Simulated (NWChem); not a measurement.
**One shape, several levels: triplet CHNO**

Aim: a comparison of 4 runs (UHF/STO-3G, UHF/3-21G, UB3LYP/6-31G*) of triplet CHNO. 

The results are computed with NWChem 7.3.0.

21 further runs of the same task are left out: 1 that didn't finish, 20 set aside as unsound or not needed.

## Step 1: The structure to begin with

CHNO has 4 atoms, charge 0, and is taken as a triplet. As SMILES of the parent species, `N=C=O`. The shape is that of a PBE0-D4/def2-TZVP optimisation. That shape belongs to the parent species and isn't relaxed for this state.

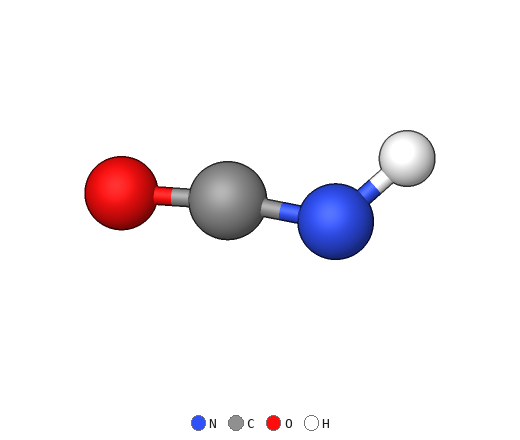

The structure, seen from a chosen angle (nitrogen blue, carbon grey, oxygen red, hydrogen white).

## Step 2: The energy at UHF/STO-3G (run 1)

Contents of mymol.nw:

```
echo
start mymol
memory stack 880 mb heap 220 mb global 1100 mb

geometry units angstroms noautosym nocenter noautoz
   N        0.505000      -0.390800      -0.422600
   C       -0.462300       0.160800       0.046400
   O       -1.461800       0.645200       0.383400
   H        1.419000      -0.415200      -0.007200
end

basis spherical bse
   * library STO-3G
end

scf
   triplet
   uhf
   thresh 1e-08
   maxiter 80
   print medium
end

task scf energy
```

Launch:

```console
$ nwchem mymol.nw > mymol.out
```

Standard output:

```text
[...]
  functions       =    16
[...]
  wavefunction    = UHF
[...]
         Total SCF energy =   -165.334247193657
      One electron energy =   -344.262022069932
      Two electron energy =    119.447176498560
 Nuclear repulsion energy =     59.480598377715
                       Sz =      1.0000
                 Sz(Sz+1) =      2.0000
                      S^2 =      2.1499
[...]
```

Run time: 1 s. Hardware: 1 thread of Intel Xeon Platinum 8559C (Emerald Rapids), shared host; peak memory 0.096 GiB.

## Step 3: A single-point energy at UHF/3-21G (run 2)

Contents of run.py:

```python
from ase import Atoms
from ase.calculators.nwchem import NWChem

system = Atoms(['N', 'C', 'O', 'H'], positions=[
    [0.505000, -0.390800, -0.422600],
    [-0.462300, 0.160800, 0.046400],
    [-1.461800, 0.645200, 0.383400],
    [1.419000, -0.415200, -0.007200],
])

calc = NWChem(
    label='a',
    theory='scf',
    memory='2200 mb',
    basis='3-21G',
    basispar='spherical bse',
    scf={'nopen': '2', 'uhf': None, 'thresh': '1e-08', 'maxiter': '80'},
    task='energy',
)
system.calc = calc

print("Total energy (eV):", round(system.get_potential_energy(), 6))
```

Launch:

```console
$ export ASE_NWCHEM_COMMAND="nwchem PREFIX.nwi > PREFIX.nwo"
$ python run.py
```

Standard output:

```text
Total energy (eV): -4533.865777
```

The calculator wrote a.nwi:

```
title "a"

permanent_dir a

scratch_dir a

start a

geometry units angstrom nocenter noautosym noautoz
  N  5.0500000000000000e-01 -3.9079999999999998e-01 -4.2259999999999998e-01
  C  -4.6229999999999999e-01 1.6080000000000000e-01 4.6399999999999997e-02
  O  -1.4618000000000000e+00 6.4520000000000000e-01 3.8340000000000002e-01
  H  1.4190000000000000e+00 -4.1520000000000001e-01 -7.1999999999999998e-03
end

memory 2200 mb

basis spherical bse noprint
   * library 3-21G
end

scf
  nopen 2
  uhf
  thresh 1e-08
  maxiter 80
end

task scf energy
```

a.nwo:

```text
Northwest Computational Chemistry Package (NWChem) 7.3.0
             --------------------------------------------------------

           Job information
           ---------------

    nwchem branch   = 7.3.0
    use scalapack   = T
    input           = a.nwi
    prefix          = a.
    data base       = a/a.db
    status          = startup
    nproc           =        1

           Memory information
           ------------------

    heap     =     72089596 doubles =      550.0 Mbytes
    stack    =     72089601 doubles =      550.0 Mbytes
    global   =    144179200 doubles =     1100.0 Mbytes (distinct from heap & stack)
    total    =    288358397 doubles =     2200.0 Mbytes
    verify   = yes
    hardfail = no

[... 122 lines left out ...]
 Convergence threshold     :          1.000E-08
[... 21 lines left out ...]
       Final UHF  results
[... 3 lines left out ...]
      One electron energy =   -344.644769817318
[... 1 line left out ...]
 Nuclear repulsion energy =     59.480598377715
[... 34 lines left out ...]
          Final beta eigenvalues
[... 197 lines left out ...]
                     UHF Final Beta Molecular Orbital Analysis
[... 201 lines left out ...]
   Mulliken analysis of the spin density
   -------------------------------------

    Atom       Charge   Shell Charges
 -----------   ------   -------------------------------------------------------
    1 N    7     0.87   0.00  0.01  0.40  0.07  0.39
    2 C    6     0.27  -0.00  0.00  0.22  0.02  0.03
    3 O    8     0.79   0.00  0.02  0.45  0.03  0.29
    4 H    1     0.07   0.04  0.03

       Multipole analysis of the density wrt the origin
       ------------------------------------------------

     L   x y z        total         alpha         beta         nuclear
     -   - - -        -----         -----         ----         -------
     0   0 0 0     -0.000000    -12.000000    -10.000000     22.000000

     1   1 0 0      0.818616      9.973456      8.824391    -17.979231
[... 8 lines of this table left out ...]
     2   0 0 2    -13.268169    -12.291720     -9.686523      8.710074

 Task  times  cpu:        1.2s     wall:        1.2s
 Total times  cpu:        1.2s     wall:        1.2s
```

Run time: 2.2 s. Hardware: 1 thread of Intel Xeon Platinum 8559C (Emerald Rapids), shared host; peak memory 0.098 GiB.

Run 3 isn't shown in full; the table further down has it.

## Step 4: A single-point energy at UB3LYP/6-31G(d) (Cartesian functions) (run 4)

Contents of run.py:

```python
from ase import Atoms
from ase.calculators.nwchem import NWChem

atoms = Atoms(['N', 'C', 'O', 'H'], positions=[
    [0.505000, -0.390800, -0.422600],
    [-0.462300, 0.160800, 0.046400],
    [-1.461800, 0.645200, 0.383400],
    [1.419000, -0.415200, -0.007200],
])

calc = NWChem(
    label='chno',
    theory='dft',
    memory='2200 mb',
    basis='6-31G*',
    dft={'xc': 'b3lyp', 'mult': '3', 'grid': 'xfine', 'convergence': 'energy 1e-08', 'iterations': '100', 'mulliken': None},
    task='energy',
)
atoms.calc = calc

e = atoms.get_potential_energy()
print(f"E = {e:.6f} eV")
```

Launch:

```console
$ export ASE_NWCHEM_COMMAND="nwchem PREFIX.nwi > PREFIX.nwo"
$ python run.py
```

Standard output:

```text
E = -4583.759041 eV
```

The calculator wrote chno.nwi:

```
title "chno"

permanent_dir chno

scratch_dir chno

start chno

geometry units angstrom nocenter noautosym noautoz
  N  5.0500000000000000e-01 -3.9079999999999998e-01 -4.2259999999999998e-01
  C  -4.6229999999999999e-01 1.6080000000000000e-01 4.6399999999999997e-02
  O  -1.4618000000000000e+00 6.4520000000000000e-01 3.8340000000000002e-01
  H  1.4190000000000000e+00 -4.1520000000000001e-01 -7.1999999999999998e-03
end

memory 2200 mb

basis noprint
   * library 6-31G*
end

dft
  xc b3lyp
  mult 3
  grid xfine
  convergence energy 1e-08
  iterations 100
  mulliken
end

task dft energy
```

chno.nwo:

```text
Northwest Computational Chemistry Package (NWChem) 7.3.0
             --------------------------------------------------------

           Job information
           ---------------

    nwchem branch   = 7.3.0
    use scalapack   = T
    input           = chno.nwi
    prefix          = chno.
    data base       = chno/chno.db
    status          = startup
    nproc           =        1

           Memory information
           ------------------

    heap     =     72089596 doubles =      550.0 Mbytes
    stack    =     72089601 doubles =      550.0 Mbytes
    global   =    144179200 doubles =     1100.0 Mbytes (distinct from heap & stack)
    total    =    288358397 doubles =     2200.0 Mbytes
    verify   = yes
    hardfail = no

[... 93 lines left out ...]
  convergence criterion.
[... 17 lines left out ...]
          Convergence on gradient requested:  5.00D-04
[... 27 lines left out ...]
          Convergence aids based upon iterative change in
[... 28 lines left out ...]
 1-e energy   =    -345.134294
[... 51 lines left out ...]
         Total DFT energy =     -168.450039147415
[... 2 lines left out ...]
    Exchange-Corr. energy =      -21.295335797316
[... 338 lines left out ...]
                     DFT Final Beta Molecular Orbital Analysis
[... 403 lines left out ...]
 center of mass
 --------------
 x =  -0.89759998 y =   0.27940737 z =   0.03358402

 moments of inertia (a.u.)
 ------------------
          47.156548767782          58.261014341541          42.343980028512
          58.261014341541         133.934644745966         -22.314983064747
          42.343980028512         -22.314983064747         146.349705371458

     Multipole analysis of the density
     ---------------------------------

     L   x y z        total         alpha         beta         nuclear
     -   - - -        -----         -----         ----         -------
     0   0 0 0     -0.000000    -12.000000    -10.000000     22.000000

     1   1 0 0      0.579882      9.613017      8.946097    -17.979231
[... 8 lines of this table left out ...]
     2   0 0 2    -12.891645    -12.107632     -9.494086      8.710074

 Task  times  cpu:       12.5s     wall:       12.5s
 Total times  cpu:       12.5s     wall:       12.5s
```

Run time: 14 s. Hardware: 1 thread of Intel Xeon Platinum 8559C (Emerald Rapids), shared host; peak memory 0.12 GiB.

## Step 5: Overview of the runs

```
run                                level  iteration cap  module  energy (Eh)  dipole moment (D)  HOMO energy (eV)   ⟨S²⟩  wall time
  1                           UHF/STO-3G             80     scf  -165.334247               1.56             -3.72  2.150        1 s
  2                            UHF/3-21G             80     scf  -166.616496               2.17             -5.80  2.121      2.2 s
  3  UB3LYP/6-31G* (spherical functions)            100     dft  -168.446673               1.55             -2.06  2.016       12 s
  4  UB3LYP/6-31G* (Cartesian functions)            100     dft  -168.450039               1.54             -2.08  2.016       14 s
```

## Step 6: What came out

| quantity | value |
| --- | --- |
| run 4: total energy | -168.45004 Eh |
| run 4: dipole moment | 1.54 D |
| run 4: HOMO energy (highest over α and β) | -2.08 eV |
| run 4: ⟨S²⟩ | 2.016 |

The dipole moment (its size) runs from 1.54 D (UB3LYP/6-31G*) to 2.17 D (UHF/3-21G). The two ends differ in method and basis. In run 1 the basis is minimal, so the values are rough. Spin contamination of the reference: run 1 ⟨S²⟩ = 2.15, run 2 ⟨S²⟩ = 2.12. All runs together took 29 s, the longest 14 s.
